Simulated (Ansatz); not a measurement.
## Electronic structure of CH$_{2}$FS (SMILES FC[S]) (doublet) in real space

| atom | x (Å) | y (Å) | z (Å) |
| --- | --- | --- | --- |
| C | -1.4354 | -2.2444 | 1.2152 |
| F | -2.1045 | -1.2943 | 1.9726 |
| S | -0.6568 | -1.6192 | -0.2323 |
| H | -2.1600 | -3.0131 | 0.9183 |
| H | -0.6708 | -2.7080 | 1.8511 |

Geometry: r2SCAN-D4/def2-TZVP.

All numbers below come from Ansatz 0.2.0, isolated molecule in a Gaussian basis; Kohn-Sham density functional theory, functional PBE0.

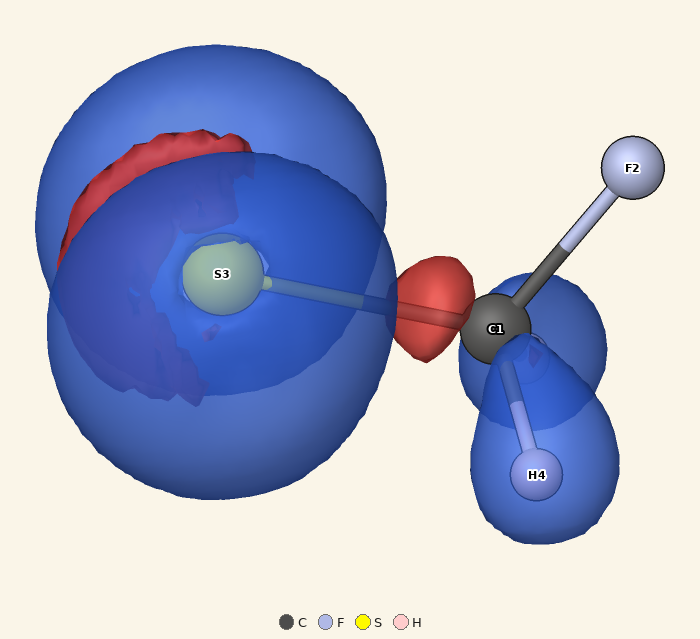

Figure 1. Isosurfaces of the spin density (α minus β) at +0.02 (blue) and −0.02 e/Å³ (red), seen at a tilt.

**Where is the unpaired spin?**

The unpaired spin (1 electron) lies mostly on S3 (about 0.9), in electrons by Hirshfeld's partition.

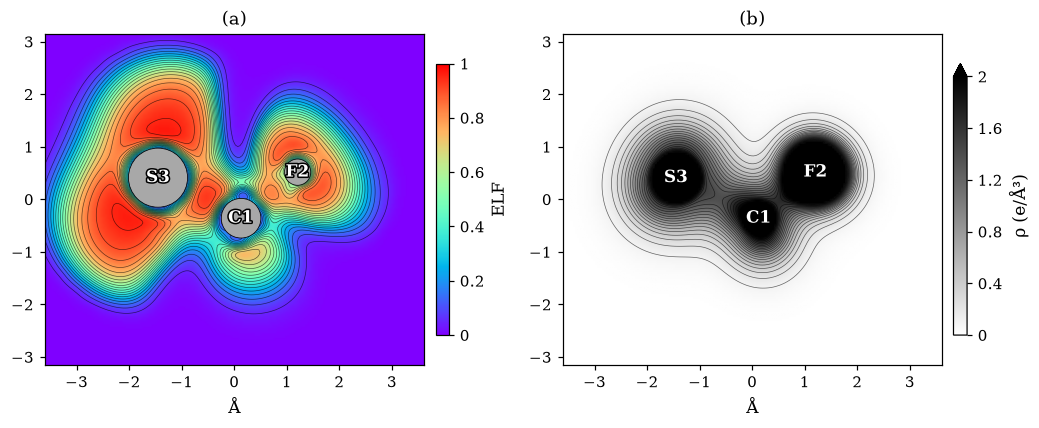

Figure 2. (a) electron localisation function; (b) total electron density on the plane of atoms F2, C1 and S3. Grey discs cover the atomic cores in the ELF map.

**Read the bonding off the picture.**

Atoms in the plane: C, F and S. C–F (1.39 Å): ρ at the midpoint is about 2.1 e/Å³, with its minimum of 1.7 e/Å³ about 0.5 Å from C; the ELF peaks at about 0.80 between the atoms; a polar covalent bond. C–S (1.76 Å): the density is about 1.4 e/Å³ at the midpoint; the ELF peaks at about 0.90 between the atoms; localised, covalent bonding. The ELF also peaks beside S3 and F2, away from the bonds: non-bonding electrons, paired or unpaired.

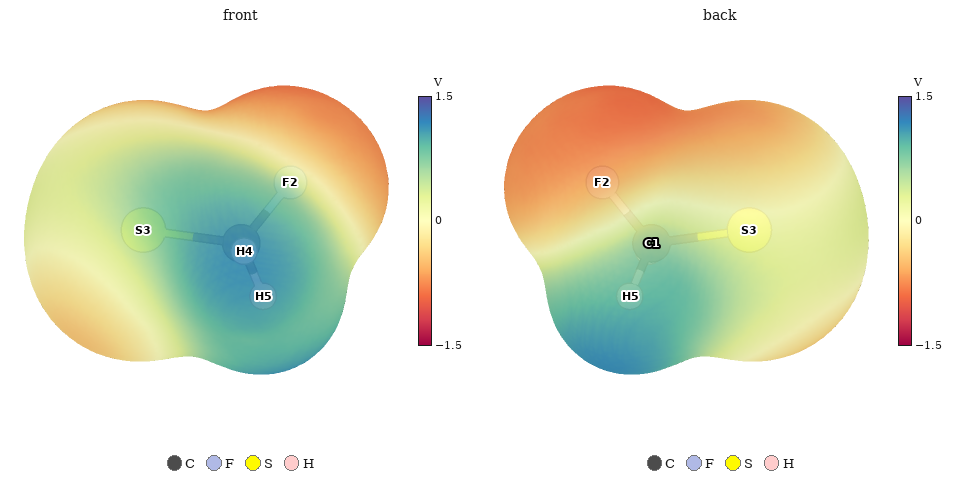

Figure 3. The electrostatic potential painted on the density surface at 0.001 e/bohr³, seen from the front and from behind; red is negative and blue positive.

**Describe the electrostatic potential map.**

The most negative region (about −0.9 V) lies over F2, the most positive (about +1.2 V) over H4 and H5.

**How polar is the molecule by this calculation?**

Its dipole moment is 1.69 D.
